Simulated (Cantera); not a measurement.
A closed system holds: 1 mol TiO2, 2.1 mol CH4, 0.63 mol H2, 12 mol CO, held at 36000 Pa.

These are equilibrium values from Cantera (NASA tables, ideal gas, pure condensed phases), not measurements of a reactor. Candidate condensed phases: C, C6H6, C7H8, C8H18, H2O, Ti, TiC, TiO, TiO2, Ti2O3, Ti3O5, Ti4O7; 113 gas species. Mutual solubility and eutectic melting of coexisting phases are not modelled. TiC, TiO: taken at fixed stoichiometry. Condensed phases not in the tables: solid solutions among these carbides, nitrides and lower oxides. Kinetics and transport are ignored.

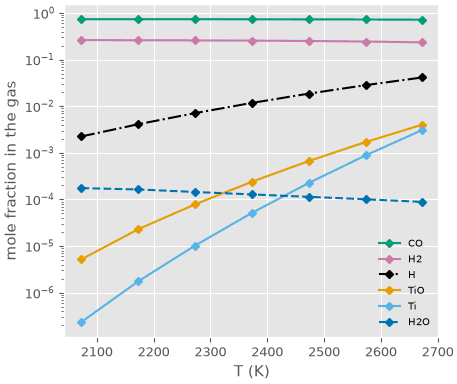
Figure. Equilibrium gas composition (values under 1e-9 drawn at 1e-9)

### Question
Read off the mole fractions at 2673 K.

### Answer
CO about 0.72, H2 about 0.23, H about 0.041, TiO about 0.0040, Ti about 0.0031, H2O about 8.8e-5.
